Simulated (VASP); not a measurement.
Band structure of TaC (relaxed from the CrB structure, space group Cmcm). These are PBEsol GGA, VASP's PBE PAW potentials (set 64) (plane waves; VASP) values and carry that method's errors.

Unless said otherwise, spin-orbit coupling is left out, though it shifts the bands of the heavy elements here.

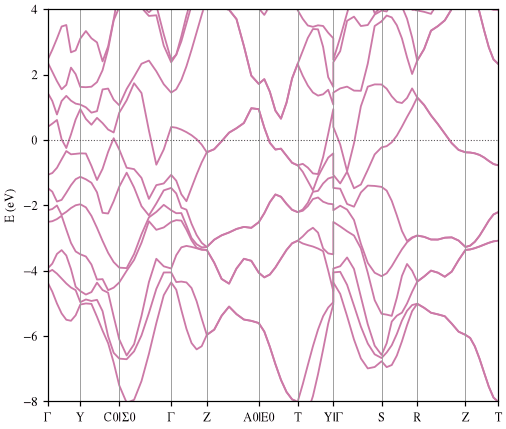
Fig. 1. Bands along high-symmetry lines, zero at the valence-band maximum or, without a gap, the Fermi level

### Question
Read the plot: is there a gap, and where are the band edges?

### Answer
It has no gap at this level: it comes out as a metal or semimetal. (Edges off the drawn lines would not show.)

The structure was generated: TaC was put into the CrB type (Cmcm), which need not be its known phase. It was relaxed first.
